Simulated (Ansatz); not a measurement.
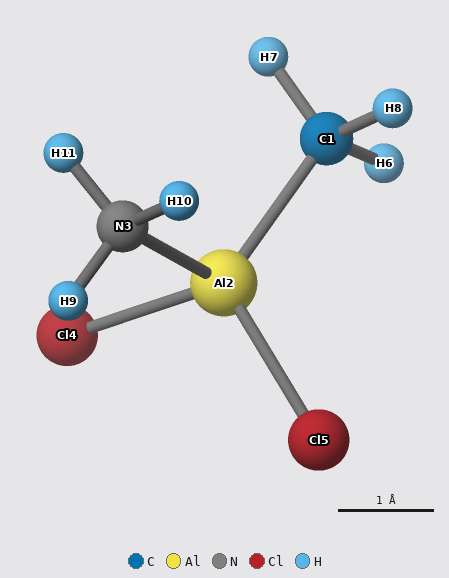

Fig. 1: The structure as given in the input (ball-and-stick view, seen at a tilt; atoms are numbered from 1 in the order of the input). Sticks mark near contacts. Bond lengths as drawn: Al–C 1.94 Å, Al–Cl 2.14 Å, Al–N 2.02 Å, C–H 1.09 Å and H–N 1.02 Å.

## Single-point calculation, with input and output: CH6AlCl2N

CH6AlCl2N, SMILES [CH3][Al-]([NH3+])([Cl])[Cl], computed with RKS r2SCANh-D4/def2-TZVPP (Ansatz 0.2.0).

The geometry comes from this level: PBE0-D4/def2-TZVP.

## Output
```
Functional definition: r2SCANh
  name "r2SCANh"
  cite "Bursch, Neugebauer, Ehlert & Grimme, J. Chem. Phys. 156, 134105 (2022) doi:10.1063/5.0086040"
  cite "Furness, Kaplan, Ning, Perdew & Sun, J. Phys. Chem. Lett. 11, 8208 (2020) doi:10.1021/acs.jpclett.0c02405"
  cite "Furness, Kaplan, Ning, Perdew & Sun, J. Phys. Chem. Lett. 11, 9248 (2020) doi:10.1021/acs.jpclett.0c03077"
  parent r2scan
  parameter a = 0.1
  parameter k0 = 0.174
  parameter k1 = 0.065
  parameter a1 = 4.9479
  exchange = (1 - a)*r2scan_x(k0 = k0, k1 = k1, a1 = a1) + a*exact_x
  correlation = r2scan_c
1546 factors; their error is unknown
mean field evaluation 1: about -34259.5086 eV, gradient 7.5e1 eV
mean field evaluation 2: about -34252.8297 eV, gradient 8.7e1 eV
mean field evaluation 4: about -34270.9155 eV, gradient 4.2e0 eV
mean field evaluation 8: about -34270.9522 eV, gradient 5.5e-2 eV
mean field evaluation 16: about -34270.9627 eV, gradient 8.0e-5 eV
mean field -34270.96267565 eV, -1259.4346486375 hartree, gradient 1.0e-5 eV, S^2 0.000000; 0 other end points of the search recorded, 0 dependent functions left out
reference -34270.96268697 eV, -1259.4346490533 hartree; 33, 33 occupied and 239, 239 virtual orbitals, 1546 factors
Total energy: -34271.03686636 eV, -1259.4373750956 hartree
```

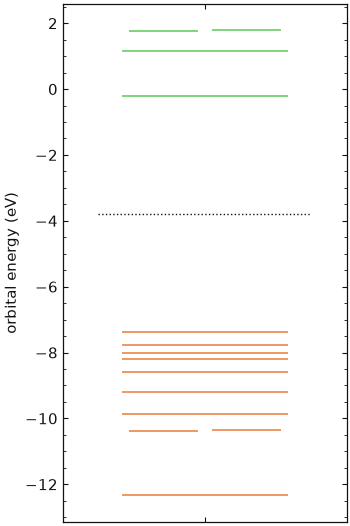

Fig. 2: Orbital energies near the frontier; the dotted line parts filled from empty levels, and levels within 0.02 eV of each other stand side by side. Highest filled −7.38 eV, lowest empty −0.21 eV, 7.17 eV apart.

This output came from the following input.

## The input
```yaml
crystal:
  periodic: [false, false, false]
  atoms:
    - {symbol: C, position_ang: [-1.573716, 0.259208, 0.571956]}
    - {symbol: Al, position_ang: [-0.005849, 0.568677, -0.535221]}
    - {symbol: N, position_ang: [1.386751, -0.787800, 0.025615]}
    - {symbol: Cl, position_ang: [-0.120786, 0.022907, -2.598021]}
    - {symbol: Cl, position_ang: [1.144830, 2.329939, -0.160915]}
    - {symbol: H, position_ang: [-2.368087, 0.966317, 0.315784]}
    - {symbol: H, position_ang: [-1.986153, -0.744951, 0.432617]}
    - {symbol: H, position_ang: [-1.360552, 0.394188, 1.636945]}
    - {symbol: H, position_ang: [2.215716, -0.639950, -0.543758]}
    - {symbol: H, position_ang: [1.657327, -0.682507, 0.998795]}
    - {symbol: H, position_ang: [1.075921, -1.743127, -0.123095]}
basis:
  gaussian: {orbitals: def2-TZVPP}
hamiltonian: {xc: {name: r2SCANh}, dispersion: d4}
output: {orbitals: {seedname: orbitals}}
```

Run as:
```bash
ansatz run in.yaml --threads 4 --pin off --events-out ev --progress --plain --max-ram 10444MiB
```

## Key numbers

```csv
quantity,value
outcome,converged
total energy,−34271.0369 eV
mean-field energy,−34270.9627 eV
dispersion energy,−0.0742 eV
SCF solution under orbital rotations,stable
HOMO,−7.38 eV
LUMO,−0.21 eV
hardware,"4 threads of Arm Neoverse V1, 23 GiB of memory available, shared host"
wall time,6.5 s (CPU time 24 s)
peak memory,0.84 GiB
```
